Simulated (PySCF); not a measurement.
**C3H7BFO2 (SMILES [CH2]OB(F)OCC) (doublet): density, localisation and related maps**

```xyz
14

C     2.7644    0.1222    0.8863
O     2.3314    0.5243   -0.3197
B     1.1098    0.2957   -0.8455
F     0.9152    0.8102   -2.0740
O     0.1497   -0.3992   -0.2178
C    -1.1587   -0.6013   -0.7317
C    -2.1750    0.1700    0.1001
H     2.1225   -0.4406    1.5350
H     3.7650    0.4096    1.1378
H    -1.2044   -0.2870   -1.7793
H    -1.3535   -1.6772   -0.6712
H    -1.9764    1.2370    0.0390
H    -2.1144   -0.1366    1.1408
H    -3.1762   -0.0276   -0.2718
```

Geometry: GFN2-xTB.

Computed with UKS B3LYP, pcH-1 on B C F H O, non-relativistic, mean-field spin-orbit, GIAO in PySCF.

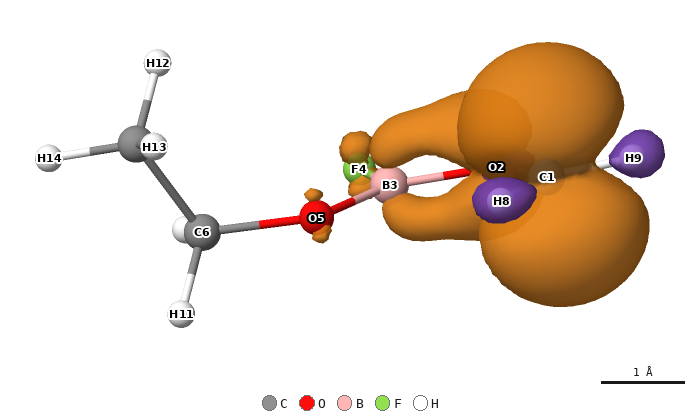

Figure 1. Isosurfaces of the spin density at +0.02 (orange) and −0.02 e/Å³ (purple), seen from one side.

Where is the unpaired spin?

Answer. The unpaired spin (1 electron) lies mostly on C1 (about 0.7) and O2 (about 0.1), in electrons by Hirshfeld's partition.

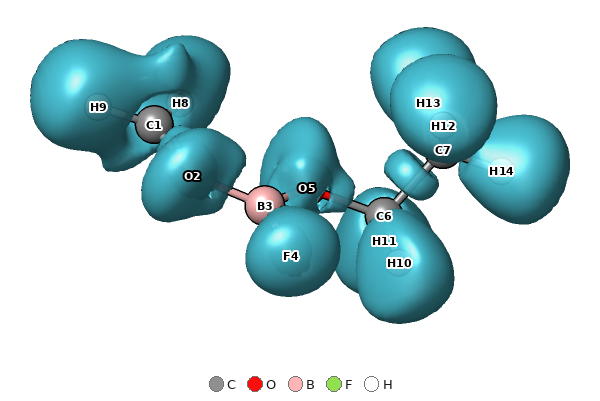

Figure 2. Isosurface of the electron localisation function at 0.75 (cyan), seen at an oblique angle. Only the valence region is drawn (cores and ρ < 0.01 e/Å³ removed).

Identify the bonds, lone pairs and shells in this picture.

Answer. The ELF exceeds this value in one region between bonded C–C atoms (shared pairs), five regions around hydrogen nuclei, one region on F in which the atom's valence shell and bonds are merged, two regions on O in which the atom's valence shell and bonds are merged and one joined region spread over several atoms (C, H), in which their bonds and any lone pairs are merged.


B–O (1.34 Å): the ELF peaks at about 0.90 between the atoms: a short, strongly polar bond. C–O (1.34 Å): the ELF peaks at about 0.90 between the atoms: a polar covalent bond.

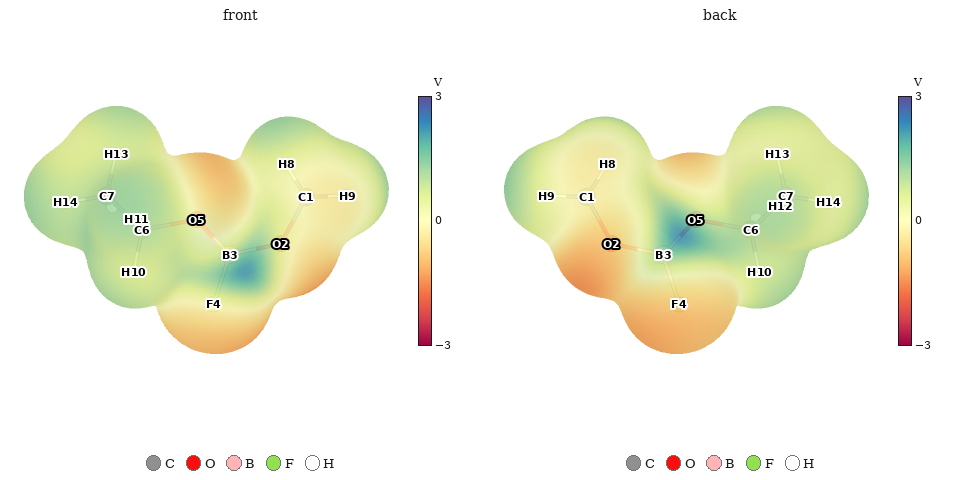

Figure 3. The molecular electrostatic potential painted on the density surface at 0.004 e/bohr³, seen from the front and from behind; the colour scale runs from red (negative) to blue (positive).

Describe the electrostatic potential map.

Answer. The most negative region (about −1.4 V) lies over O2, the most positive (about +2.1 V) over B3. O2 is the likeliest acceptor of a hydrogen bond.
